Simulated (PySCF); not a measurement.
# One shape, several levels: GeH3 (SMILES [GeH3])

Aim: a comparison of 6 runs (UB3LYP/STO-6G, UPBE/STO-6G, UPBE0/STO-6G, ROCCSD(T)/STO-6G, UCCSD(T)/STO-6G, FCI/STO-6G) of GeH3. Input form: a Python script.

Program for the calculation: PySCF 2.14.0.

12 further runs of the same task are left out: 2 that didn't finish, 10 set aside as unsound or not needed.

## Step 1: The molecule

The species is GeH3 (4 atoms), meant as a doublet with charge 0. SMILES: `[GeH3]`. The Ge1–H2 distance was set to 1.847 Å, away from the relaxed value.

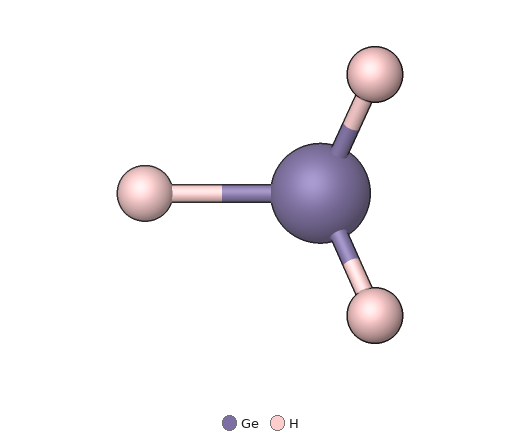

Viewed from a chosen angle; germanium purple, hydrogen pink.

## Step 2: A single-point energy at UB3LYP/STO-6G (run 1)

Input file input.py:

```python
from pyscf import gto, dft

mol = gto.M(
    atom='''
Ge   0.046524  -0.172999  -0.502934
H    1.055000   0.109600   1.018300
H   -1.050876  -1.222999  -0.253634
H   -0.554876   1.145101  -1.022334
''',
    charge=0,
    verbose=3,
    spin=1,
    max_memory=1860,
    basis='sto-6g',
)

mf = dft.UKS(mol, xc='b3lyp')
mf.grids.level = 5
mf.conv_tol = 1e-10
mf.kernel()
if not mf.converged:
    mf = mf.newton().run(mf.mo_coeff, mf.mo_occ)

energy = mf.e_tot
print('E = %.10f Eh' % energy)
```

Started as:

```bash
$ OMP_NUM_THREADS=1 python input.py
```

Standard output:

```text
converged SCF energy = -2067.31986874576  <S^2> = 0.7506827  2S+1 = 2.0006826
E = -2067.3198687458 Eh
```

Wall time 4.2 s (1 thread of Arm Neoverse V2, shared host); peak memory 0.21 GiB.

## Step 3: A single-point energy at UPBE/STO-6G (run 2)

Input file run.py:

```python
from pyscf import gto, dft

mol = gto.M(
    atom='''
Ge   0.046524  -0.172999  -0.502934
H    1.055000   0.109600   1.018300
H   -1.050876  -1.222999  -0.253634
H   -0.554876   1.145101  -1.022334
''',
    spin=1,
    basis='sto-6g',
    max_memory=1860,
    verbose=3,
)

myscf = dft.UKS(mol)
myscf.xc = 'pbe'
myscf.grids.level = 5
myscf.conv_tol = 1e-10
myscf.kernel()
if not myscf.converged:
    myscf = myscf.newton().run(myscf.mo_coeff, myscf.mo_occ)

etot = myscf.e_tot
print('E = %.10f Eh' % etot)
```

Started as:

```bash
$ OMP_NUM_THREADS=1 python run.py
```

Standard output:

```text
converged SCF energy = -2066.94472157258  <S^2> = 0.7513372  2S+1 = 2.0013368
E = -2066.9447215726 Eh
```

Wall time 3.9 s (1 thread of Arm Neoverse V2, shared host); peak memory 0.2 GiB.

Runs 3 to 5 aren't shown in full; the table further down has their settings and results.

## Step 4: A single-point energy at FCI/STO-6G (run 6)

Input file job.py:

```python
from pyscf import gto, mcscf

mol = gto.Mole()
mol.atom = '''
Ge     0.046524    -0.172999    -0.502934
H      1.055000     0.109600     1.018300
H     -1.050876    -1.222999    -0.253634
H     -0.554876     1.145101    -1.022334
'''
mol.charge = 0
mol.max_memory = 1860
mol.spin = 1
mol.verbose = 3
mol.basis = 'sto-6g'
mol.build()

mf = mol.ROHF()
mf.conv_tol = 1e-10
mf.kernel()
if not mf.converged:
    mf = mf.newton().run(mf.mo_coeff, mf.mo_occ)

cas = mcscf.CASCI(mf, mf.mo_coeff.shape[-1] - 9, (mol.nelec[0] - 9, mol.nelec[1] - 9))  # full CI above the frozen core
cas.fix_spin_(ss=0.75)
cas.kernel()
etot = cas.e_tot
print('E(%s) = %.9f' % ('FCI', etot))
```

Started as:

```bash
$ OMP_NUM_THREADS=1 python job.py
```

Standard output:

```text
converged SCF energy = -2065.93034993394
CASCI E = -2065.99434337799  E(CI) = -107.072447350069  S^2 = 0.7500000
E(FCI) = -2065.994343378
```

It took 2.4 s on 1 thread of Arm Neoverse V2, shared host; peak memory 0.14 GiB.

## Step 5: All runs side by side

```csv
run,level,integration grid,frozen core orbitals,energy (Eh),dipole moment (D) of the reference,HOMO energy (eV),LUMO energy (eV),wall time
1,UB3LYP/STO-6G,5,–,-2067.319869,0.27,-3.54,0.02,4.2 s
2,UPBE/STO-6G,5,–,-2066.944722,0.16,-1.72,-0.83,3.9 s
3,UPBE0/STO-6G,5,–,-2067.100295,0.25,-3.77,0.52,3.9 s
4,ROCCSD(T)/STO-6G,–,9,-2065.994032,0.56,–,–,0.9 s
5,UCCSD(T)/STO-6G,–,9,-2065.994039,0.58,-6.60,5.38,0.92 s
6,FCI/STO-6G,–,9,-2065.994343,0.56,–,–,2.4 s
```

## Step 6: What came out

```
                                          quantity           value
                               run 6: total energy  -2065.99434 Eh
       run 6: dipole moment (Hartree–Fock density)          0.56 D
run 6: correlation energy (9 core orbitals frozen)       -64.0 mEh
```

**Reading.** Against full CI in this basis: ROCCSD(T) +0.3 mEh; UCCSD(T) +0.3 mEh. Over runs 1, 2, 3 the dipole moment (its size) runs from 0.16 D (UPBE/STO-6G) to 0.27 D (UB3LYP/STO-6G). Totals of different functionals can't be ranked against each other. In runs 1, 2, 3, 4, 5, 6 the basis is minimal, so the values are rough. All runs together took 16 s, the longest 4.2 s.
